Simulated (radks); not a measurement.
System: atomic antimony (Sb), configuration [Kr] 4d10 5s2 5p3 (high spin). It is put inside a hard spherical wall of varying radius. Computed with the in-house radial solver radks: scalar-relativistic Kohn-Sham, r2SCAN, spin-polarised, spherical densities, finite nucleus. Wanted, and plotted below: the pressure on the wall (left axis) and the energy above the free species (right axis).

The pressure grows from 0.00027 GPa at 12 bohr through 17 GPa at 5 bohr to 170000 GPa at 1.5 bohr, and the energy above the free species from 0.000345 eV through 3.56 eV to 1602 eV. The pressure is −dE/dV with V = 4πR³/3.

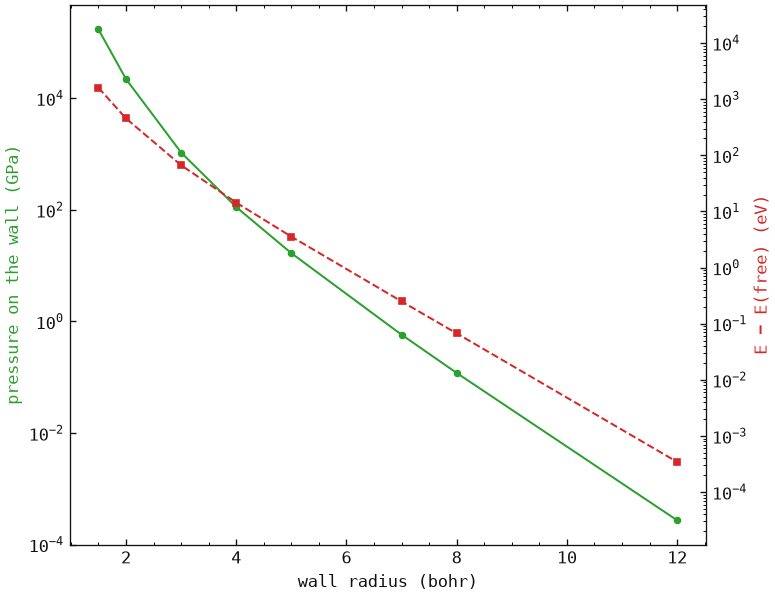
